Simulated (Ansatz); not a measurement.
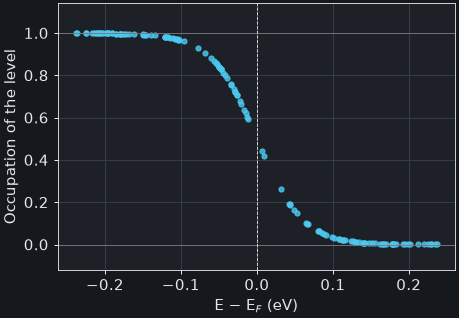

Occupations of the one-electron levels of the k mesh against their energy, from a run on Hf2Sb4Pb, space group Immm (No. 71), 7 atoms in the cell, Mn2B4Mo-71 type type, with Ansatz.

**Which smearing scheme was used (Fermi-Dirac, Gaussian, Methfessel-Paxton or cold), and about what width?**

Fermi-Dirac smearing with a width of 0.03 eV. The occupations stay between 0 and 1 and have long exponential tails; the slope at the Fermi level is 1/(4 × width).
